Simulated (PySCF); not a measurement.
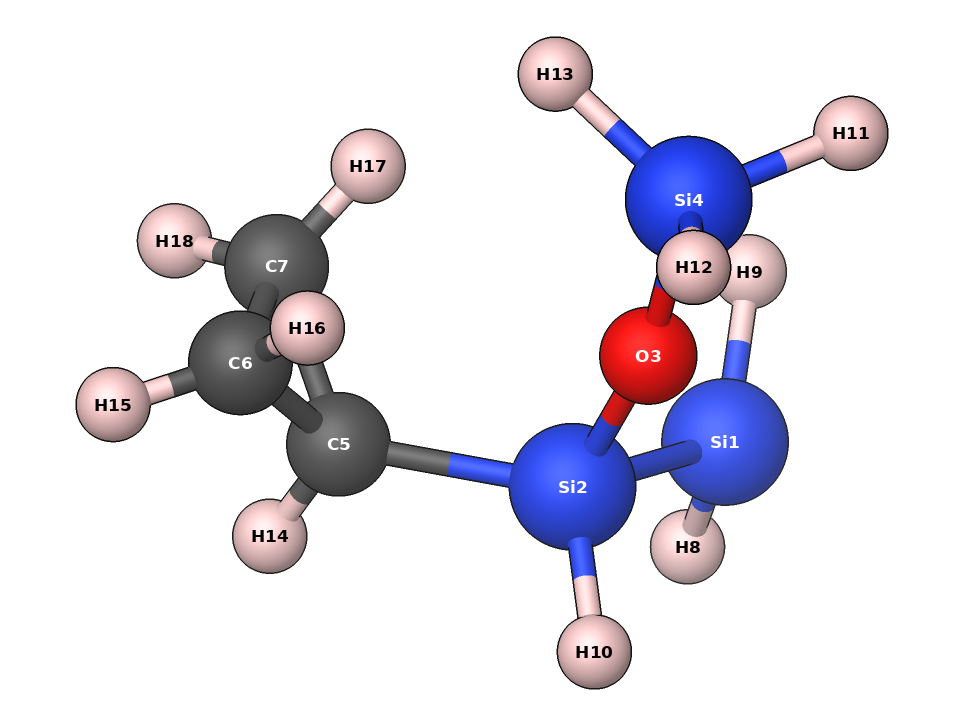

State: neutral, doublet. The geometry was computed by an optimisation with GFN2-xTB. No frequency run is at hand to confirm it as a minimum. Computed with UKS B3LYP, pcH-1 on C H O Si, non-relativistic (PySCF 2.14.0). Fermi-contact and spin-dipolar terms alone, no spin-orbit part.

Question. Which nucleus has the largest dipolar (anisotropic) hyperfine coupling?

Answer. 29Si at Si1: principal values −178.6, 88.5, 90.1 MHz.

List the isotropic and dipolar parts for the most strongly coupled nuclei, one of each equivalent set.

| atom | isotope | a_iso (MHz) | dipolar part (MHz) |
| --- | --- | --- | --- |
| Si1 | 29Si | −305.6 | −178.6, 88.5, 90.1 |
| H8 | 1H | −13.3 | −10.8, 2.2, 8.6 |
| H9 | 1H | −6.1 | −10.7, 2.4, 8.3 |
| Si2 | 29Si | −6.8 | −6.9, 1.7, 5.1 |
| C5 | 13C | 38.5 | −3.1, −3.0, 6.1 |
| H10 | 1H | −4.3 | −2.3, −1.3, 3.5 |
| H14 | 1H | −2.2 | −2.3, −0.7, 3.0 |
| C6 | 13C | 6.9 | −1.4, −1.2, 2.6 |

The geometry is semi-empirical. Around Si such bond lengths and angles can be off by a tenth of an ångström or more and by several degrees, and values that hang on the shape move with them.
